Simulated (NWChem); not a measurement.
# RuO4 (ruthenium tetroxide): a chain of runs

Wanted: a structure relaxation (singlet RuO4, HF/3-21G), then a structure relaxation (doublet [RuO4]+, UHF/3-21G) of O4Ru. 

The results are computed with NWChem 7.3.0.

## (1) The molecule

RuO4 has 5 atoms, charge 0, and is taken as a singlet. SMILES: `[O]=[Ru](=[O])(=[O])=[O]`. The coordinates come from a PBE0-D4/def2-TZVP relaxation. The run starts from this shape.

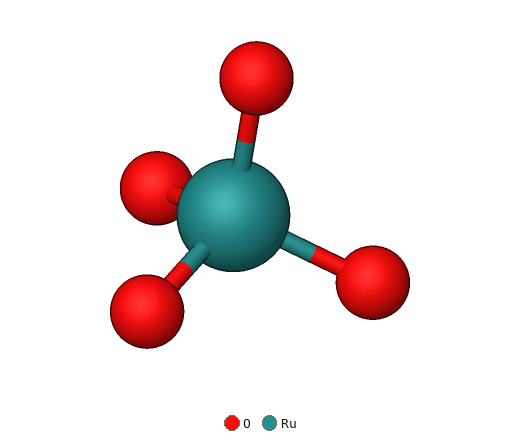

The structure, seen from a chosen angle (oxygen red, ruthenium teal).

## (2) A structure relaxation at HF/3-21G (run 1)

File mymol.nw:

```
start mymol
title "O4Ru"
memory total 2200 mb
charge 0

geometry
   O    -0.839900   -0.286700    1.406400
   Ru    0.000000    0.000000    0.000000
   O     1.399200   -0.898800   -0.003100
   O    -0.938400   -0.430700   -1.303700
   O     0.379100    1.616200   -0.099600
end

basis spherical bse
   * library 3-21G
end

scf
   thresh 1e-07
   maxiter 80
   print low
end

driver
   maxiter 60
end

freq
   temp 2 298.15 573.15
end

task scf optimize
task scf frequencies
```

The run is started by

```bash
nwchem mymol.nw > mymol.out
```

The log of the run:

```text
[...]
  functions       =    72
[...]
  wavefunction    = RHF
[...]
         Total SCF energy =  -4717.891508133709
[...]
@    0   -4717.89150813  0.0D+00  0.03163  0.01999  0.00000  0.00000     24.7
[...]
         Total SCF energy =  -4717.894297724366
[...]
         Total SCF energy =  -4717.894388521160
[...]
@    1   -4717.89438852 -2.9D-03  0.00047  0.00029  0.02377  0.04549     64.0
[...]
         Total SCF energy =  -4717.894389201138
[...]
         Total SCF energy =  -4717.894389201138
[...]
                         RHF ENERGY GRADIENTS
    atom               coordinates                        gradient
                 x          y          z           x          y          z
   1 O       0.417284  -0.287161  -3.148903   -0.000005   0.000003   0.000035
   2 Ru      0.000002   0.000000  -0.000002    0.000001   0.000000  -0.000001
   3 O       2.829767   0.402718   1.415067   -0.000031  -0.000004  -0.000015
   4 O      -1.857525   2.522103   0.600641    0.000020  -0.000027  -0.000006
   5 O      -1.389528  -2.637661   1.133196    0.000015   0.000028  -0.000012
[...]
@    2   -4717.89438920 -6.8D-07  0.00004  0.00002  0.00035  0.00068     82.3
[...]
      Optimization converged
[...]
@    2   -4717.89438920 -6.8D-07  0.00004  0.00002  0.00035  0.00068     82.3
[...]
         Total SCF energy =  -4717.894389201136
      One-electron energy =  -7532.020982377662
      Two-electron energy =   2298.932867469506
 Nuclear repulsion energy =    515.193725707020
        Time for solution =      0.7s
[...]
 Zero-Point correction to Energy  =    7.967 kcal/mol  (  0.012696 au)
 Thermal correction to Energy     =   16.077 kcal/mol  (  0.025620 au)
 Thermal correction to Enthalpy   =   17.215 kcal/mol  (  0.027434 au)
 Total Entropy                    =   86.859 cal/mol-K
   - Translational                =   44.454 cal/mol-K (mol. weight = 165.8833)
   - Rotational                   =   27.840 cal/mol-K (symmetry #  =        1)
   - Vibrational                  =   14.565 cal/mol-K
 Cv (constant volume heat capacity) =   20.251 cal/mol-K
   - Translational                  =    2.979 cal/mol-K
   - Rotational                     =    2.979 cal/mol-K
   - Vibrational                    =   14.293 cal/mol-K
[...]
 Normal Eigenvalue ||           Projected Infra Red Intensities
  Mode   [cm**-1]  || [atomic units] [(debye/angs)**2] [(KM/mol)] [arbitrary]
 ------ ---------- || -------------- ----------------- ---------- -----------
    1       -0.000 ||    0.000000           0.000         0.000       0.000
    2        0.000 ||    0.000000           0.000         0.000       0.000
    3        0.000 ||    0.000000           0.000         0.000       0.000
    4        0.000 ||    0.000000           0.000         0.000       0.000
    5        0.000 ||    0.000000           0.000         0.000       0.000
    6        0.000 ||    0.000000           0.000         0.000       0.000
    7      325.681 ||    0.025444           0.587        24.804      12.076
    8      325.682 ||    0.025445           0.587        24.805      12.076
    9      325.682 ||    0.025445           0.587        24.805      12.076
   10      342.036 ||    0.000000           0.000         0.000       0.000
   11      342.036 ||    0.000000           0.000         0.000       0.000
   12      966.123 ||    0.079905           1.843        77.895      37.923
   13      966.127 ||    0.079906           1.843        77.896      37.924
   14      966.131 ||    0.079907           1.844        77.897      37.924
[...]
```

Wall time 2 min (1 thread of Intel Xeon Platinum 8259CL at 2.50GHz (Skylake/Cascade Lake), shared host); peak memory 0.13 GiB.

The path in brief:

```tsv
step	energy from the first frame kept (eV)
0	0.0000
1	-0.0784
2	-0.0784
```

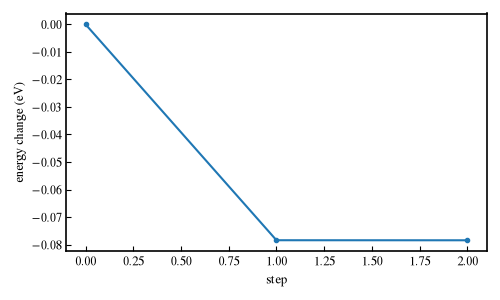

Energy along the run.

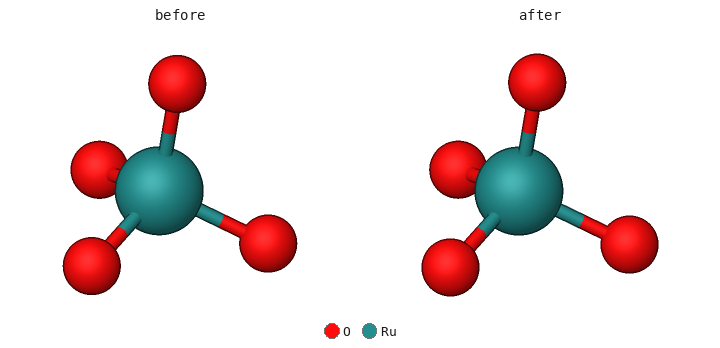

Before and after, at one scale.

After the run. Bond lengths: O1–Ru2 1.688 Å, Ru2–O3 1.688 Å, Ru2–O4 1.688 Å, Ru2–O5 1.688 Å. Angles: O1–Ru2–O3 109.5°, O1–Ru2–O4 109.5°, O1–Ru2–O5 109.5°, O3–Ru2–O4 109.5°, O3–Ru2–O5 109.5°, O4–Ru2–O5 109.5°.

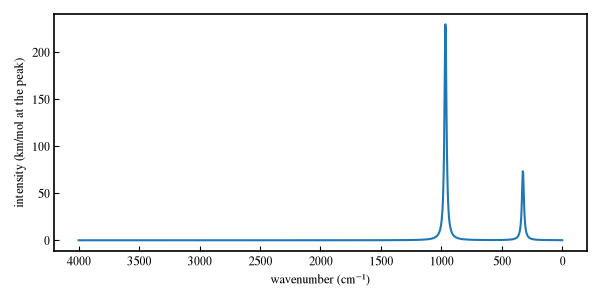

Harmonic infrared spectrum, unscaled, lines broadened by 10 cm⁻¹.

## (3) The doublet cation: a structure relaxation at UHF/3-21G (run 2)

File mymol.nw:

```
start mymol
title "O4Ru"
memory stack 880 mb heap 220 mb global 1100 mb
charge 1

geometry units angstrom noautosym
 O       -0.839900      -0.286700       1.406400
 Ru       0.000000       0.000000       0.000000
 O        1.399200      -0.898800      -0.003100
 O       -0.938400      -0.430700      -1.303700
 O        0.379100       1.616200      -0.099600
end

basis spherical bse
 O library 3-21G
 Ru library 3-21G
end

scf
 doublet
 uhf
 thresh 1e-07
 maxiter 80
 print low
end

driver
 maxiter 60
end

freq
 temp 3 298.15 400 700
end

task scf optimize
task scf frequencies
```

The run is started by

```bash
nwchem mymol.nw > mymol.out
```

The log of the run:

```text
Northwest Computational Chemistry Package (NWChem) 7.3.0
             --------------------------------------------------------

           Job information
           ---------------

    nwchem branch   = 7.3.0
    use scalapack   = T
    input           = mymol.nw
    prefix          = mymol.
    data base       = ./mymol.db
    status          = startup
    nproc           =        1

           Memory information
           ------------------

    heap     =     28835838 doubles =      220.0 Mbytes
    stack    =    115343355 doubles =      880.0 Mbytes
    global   =    144179200 doubles =     1100.0 Mbytes (distinct from heap & stack)
    total    =    288358393 doubles =     2200.0 Mbytes
    verify   = yes
    hardfail = no

           Directory information
           ---------------------

  0 permanent = .
  0 scratch   = .

                                NWChem Input Module
                                -------------------

                                       O4Ru
                                       ----

 Scaling coordinates for geometry "geometry" by  1.889725989
 (inverse scale =  0.529177249)

          ------
          auto-z
          ------
  Looking for out-of-plane bends
  no constraints, skipping    0.0000000000000000
  no constraints, skipping    0.0000000000000000

                             Geometry "geometry" -> ""
                             -------------------------

 Output coordinates in angstroms (scale by  1.889725989 to convert to a.u.)

[... 16 lines left out ...]
            Nuclear Dipole moment (a.u.)
[... 126 lines left out ...]
      Atomic Mass
      -----------

      O                 15.994910
      Ru               101.903700

 Effective nuclear repulsion energy (a.u.)     522.8518239053

            Nuclear Dipole moment (a.u.)
            ----------------------------
        X                 Y               Z
 ---------------- ---------------- ----------------
     0.0000000000     0.0000000000    -0.0000000000

                                 NWChem SCF Module
                                 -----------------

                                       O4Ru

  ao basis        = "ao basis"
  functions       =    72
  atoms           =     5
  alpha electrons =    38
  beta  electrons =    37
  charge          =   1.00
  wavefunction    = UHF
  input vectors   = atomic
  output vectors  = ./mymol.movecs
  use symmetry    = F
  symmetry adapt  = F

 Forming initial guess at       0.1s

 Starting SCF solution at       0.6s

  ga_iter_lsolve: convergence stagnant ... aborting solve

      Calculation failed to converge
      ------------------------------

       Final UHF  results
       ------------------

         Total SCF energy =  -4717.658635408288
      One electron energy =  -7535.288868230753
      Two electron energy =   2294.778408917176
 Nuclear repulsion energy =    522.851823905289

                       Sz =      0.5000
                 Sz(Sz+1) =      0.7500
                      S^2 =      3.1989

        Time for solution =    149.6s

 ------------------------------------------------------------------------
 scf_gradient: scf energy failed                   0
 ------------------------------------------------------------------------
 ------------------------------------------------------------------------
  current input line :
    35: task scf optimize
 ------------------------------------------------------------------------
 ------------------------------------------------------------------------
 This type of error is most commonly associated with calculations not reaching convergence criteria
 ------------------------------------------------------------------------

0:scf_gradient: scf energy failed:Received an Error in Communication
  Errorcode: -1
```

Wall time 2.5 min (1 thread of Intel Xeon Platinum 8259CL at 2.50GHz (Skylake/Cascade Lake), shared host); peak memory 0.11 GiB.

The run stopped without converging.

## (4) Results

| quantity | value |
| --- | --- |
| run 1, HF/3-21G: total energy at the end | -4717.89439 Eh |
| run 1, HF/3-21G: lowest harmonic wavenumber | 326 cm⁻¹ |
| run 1, HF/3-21G: highest harmonic wavenumber | 1016 cm⁻¹ |
| run 1, HF/3-21G: zero-point energy | 33.3 kJ/mol |
| doublet cation | no result (not converged) |

**Reading.** The program (run 1, HF/3-21G) took a symmetry number of 1 where this shape has 12, so the entropy in its output is too high by R ln(12/1) = 4.94 cal/(mol K). All 9 modes (run 1, HF/3-21G) are real, so the shape is a minimum at this level. The optimisation (run 1, HF/3-21G) took 3 steps and changed the energy by -0.078 eV. Relativity is left out (run 1, HF/3-21G) although the molecule holds a heavy atom. 1 of the 2 runs did not end normally.
